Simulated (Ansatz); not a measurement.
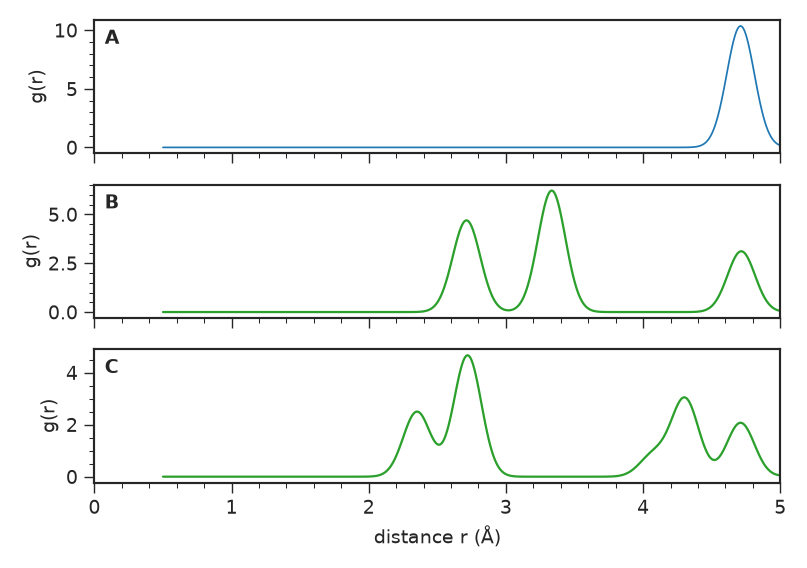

Element-resolved g(r), computed from the atomic positions of Si5Ru, each distance broadened by a Gaussian of σ = 0.10 Å. Basis of the simulation: the end point of a relaxation with DFT PBE, scalar-relativistic, plane waves, PAW in Ansatz 0.2.0; the starting structure was generated, so it need not be a known form of this composition.

```xyz
6
Lattice="4.7140 0.0000 0.0000 -2.3570 4.0824 0.0000 0.0000 0.0000 4.7272" Properties=species:S:1:pos:R:3 pbc="T T T"
Si    2.3570    0.0000    2.3636
Si   -1.1785    2.0412    2.3636
Si    1.1785    2.0412    2.3636
Si    0.0000    2.7216    0.0000
Si    2.3570    1.3608    0.0000
Ru    0.0000    0.0000    0.0000
```

> Assign each lettered curve to its atom pair.

panel A is Ru–Ru (first distance 4.71–4.73 Å); panel B is Si–Ru (first distance 2.72 Å); panel C is Si–Si (first distance 2.36 Å).

> Tabulate the first and second shells, merging distances less than 0.12 Å apart and averaging over sites.

| pair | first shell (Å) | neighbours in it | second shell (Å) | neighbours in the second |
| --- | --- | --- | --- | --- |
| Ru–Ru | 4.71–4.73 | 8 Ru per Ru | beyond the range | – |
| Si–Ru | 2.72 | 1.2 Ru per Si | 3.34 | 2.4 |
| Si–Si | 2.36 | 2.4 Si per Si | 2.72–2.73 | 6 |
